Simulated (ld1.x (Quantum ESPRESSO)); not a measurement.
## Pseudopotential generation for Ba (part 2 of 2)

Continued. System: barium (Ba, Z = 56), core [Xe], reference valence 5d0 6s1.5 6p0.5, valence charge 2. Method: TM potential, PW91, scalar-relativistic, made with ld1.x (Quantum ESPRESSO) 7.5.

## Output of the test run (extracts), continued
```
     ---------------------- Testing the pseudopotential ----------------------

     Ba
     scalar relativistic calculation

     atomic number is 56.00   valence charge is  2.00
     dft =PW91   lsd =0 sic =0 latt =0  beta=0.20 tr2=1.0E-14
     mesh =1251 r(mesh) =  99.44933 xmin = -7.00 dx = 0.01250

     n l     nl             e AE (Ry)        e PS (Ry)    De AE-PS (Ry)
     3 2     5D   1( 0.00)       -0.57926       -0.58793        0.00867  !
     1 0     6S   1( 0.00)       -0.60026       -0.60845        0.00819  !
     2 1     6P   1( 1.00)       -0.40967       -0.41076        0.00108

     eps = 7.9E-15  iter = 10

     Etot =  -16272.689196 Ry,   -8136.344598 Ha, -221401.215481 eV
     Etotps =    -5.695244 Ry,      -2.847622 Ha,     -77.487745 eV
     dEtot_ae =       0.513389 Ry
     dEtot_ps =       0.519439 Ry,   Delta E=      -0.006050 Ry

     Ekin =       0.201789 Ry,       0.100895 Ha,       2.745483 eV
     Encl =      -0.749045 Ry,      -0.374522 Ha,     -10.191272 eV
     Ehrt =       0.168435 Ry,       0.084217 Ha,       2.291669 eV
     Ecxc =      -5.365866 Ry,      -2.682933 Ha,     -73.006320 eV
     (Ecc =      -5.146318 Ry,      -2.573159 Ha,     -70.019217 eV)
     Epseu=       0.049442 Ry,       0.024721 Ha,       0.672694 eV

     ---------------------- End of pseudopotential test ----------------------

     ---------------------- Testing the pseudopotential ----------------------

     Ba
     scalar relativistic calculation

     atomic number is 56.00   valence charge is  2.00
     dft =PW91   lsd =0 sic =0 latt =0  beta=0.20 tr2=1.0E-14
     mesh =1251 r(mesh) =  99.44933 xmin = -7.00 dx = 0.01250

     n l     nl             e AE (Ry)        e PS (Ry)    De AE-PS (Ry)
     3 2     5D   1( 1.00)       -0.10138       -0.09935       -0.00203
     1 0     6S   1( 1.00)       -0.20681       -0.20135       -0.00547  !
     2 1     6P   1( 0.00)       -0.07570       -0.07756        0.00185

     eps = 8.4E-15  iter = 22

     Etot =  -16273.178912 Ry,   -8136.589456 Ha, -221407.878415 eV
     Etotps =    -6.190494 Ry,      -3.095247 Ha,     -84.225961 eV
     dEtot_ae =       0.023673 Ry
     dEtot_ps =       0.024189 Ry,   Delta E=      -0.000517 Ry

     Ekin =       0.935748 Ry,       0.467874 Ha,      12.731498 eV
     Encl =      -1.047999 Ry,      -0.523999 Ha,     -14.258753 eV
     Ehrt =       0.813837 Ry,       0.406918 Ha,      11.072814 eV
     Ecxc =      -5.905361 Ry,      -2.952680 Ha,     -80.346526 eV
     (Ecc =      -5.146318 Ry,      -2.573159 Ha,     -70.019217 eV)
     Epseu=      -0.986719 Ry,      -0.493359 Ha,     -13.424994 eV

     ---------------------- End of pseudopotential test ----------------------
```

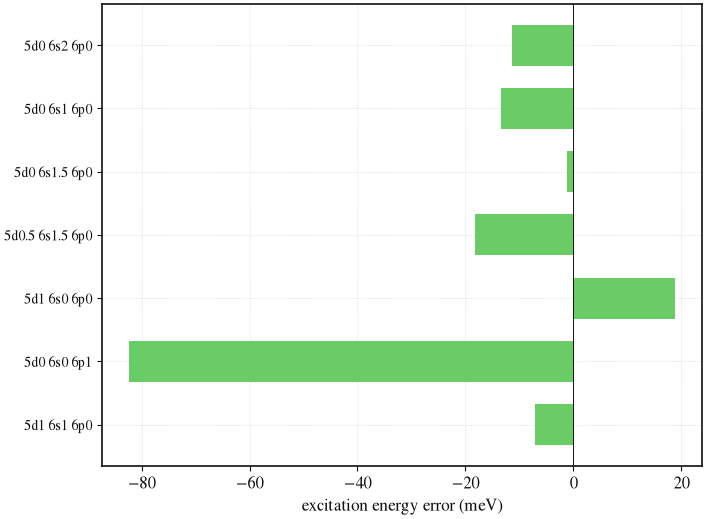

Fig. 2: Errors, all-electron minus pseudo, of the energies of valence configurations relative to the unpolarised reference 5d0 6s1.5 6p0.5.

- Worst configuration: 5d0 6s0 6p1 (charge +1): the error is -82 meV on an all-electron energy of +6.99 eV relative to the reference, or 1.2 %.
- Configurations within 10 meV and within 50 meV: 2 and 6 of 7.
- Errors in meV: 5d0 6s2 6p0: -11; 5d0 6s1 6p0: -13; 5d0 6s1.5 6p0: -1.2; 5d0.5 6s1.5 6p0: -18; 5d1 6s0 6p0: +19; 5d0 6s0 6p1: -82; 5d1 6s1 6p0: -7.0. The potential isn't sound: its ghost test gives ghost state below the valence levels: s at -7.7 eV.

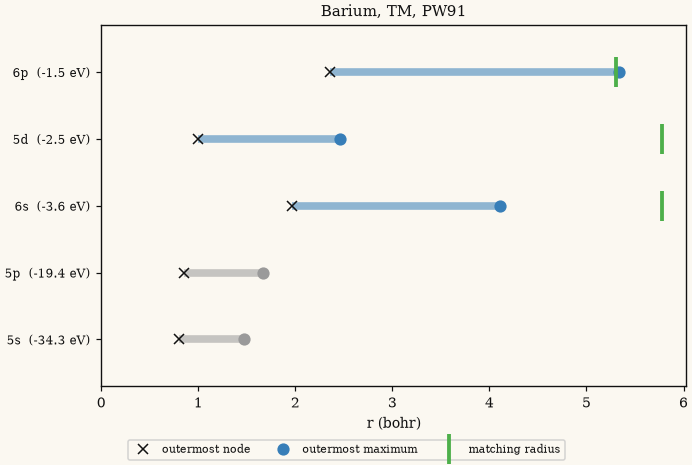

Fig. 3: Outer shells of the all-electron reference atom: each bar runs from the outermost node (or the nucleus) to the outermost maximum of u(r); the tick is the radius chosen for the pseudo-wave. Shells without a tick have no pseudo-wave of their own. Levels, nodes and maxima are from ld1.x, scalar-relativistic.

- Radii against the shells: 6s: 5.78 bohr, outside the maximum; 5d: 5.78 bohr, outside the maximum; 6p: 5.30 bohr, between node and maximum.

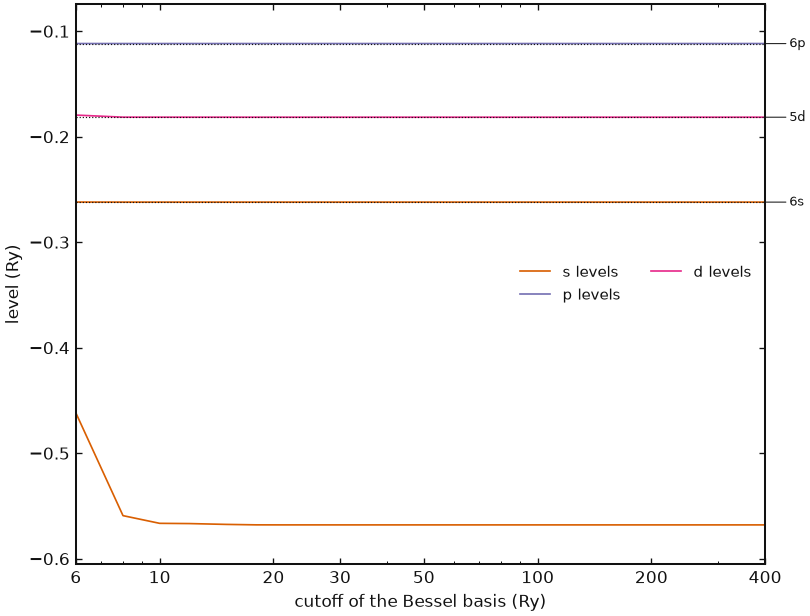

Fig. 4: The pseudo-atom Hamiltonian at the reference potential is diagonalised in spherical Bessel functions (20 bohr box) up to the cutoff. Curves: the lowest levels of each channel that holds a bound state. Dotted lines: the all-electron valence levels.

- Ghost states: ghost state below the valence levels: s at -7.7 eV. A ghost is a state of the pseudo-atom that lies below a valence level of its channel, or is bound in a channel without one, and matches no all-electron valence level; bound levels above the valence ones can be real empty states. In Ry: s -0.57.
- Onset of the ghost: the lowest s curve lies clearly below the lowest valence level of its channel already at the lowest cutoff, 6 Ry, and ends at -0.57 Ry.
- All-electron valence levels: 6s: -0.26 Ry; 6p: -0.11 Ry; 5d: -0.18 Ry.

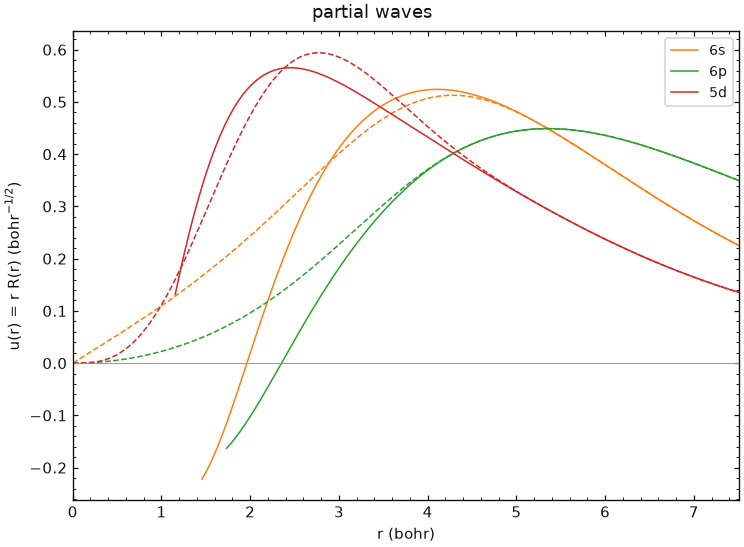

Fig. 5: All-electron valence functions (solid) with their pseudo partners (dashed). The innermost oscillations of some all-electron curves aren't drawn. Reference configuration 5d0 6s1.5 6p0.5.

- Matching radii: 6s at 5.78 bohr; 6p at 5.30 bohr; 5d at 5.78 bohr. The curves merge smoothly, so the plot gives these only roughly.
- Nodes of the pseudo-waves: 6s has no node; 6p has no node; 5d has no node.
- Cutoffs needed: 6 Ry or less (loose) and 6 Ry or less (tight), as the cutoffs, on a coarse ladder, from which the occupation-weighted sum of valence levels, in a spherical-Bessel basis at the reference potential, stays within 10 and 1 mRy of its value at 400 Ry.

Outcome of the run: generated, with a ghost state.
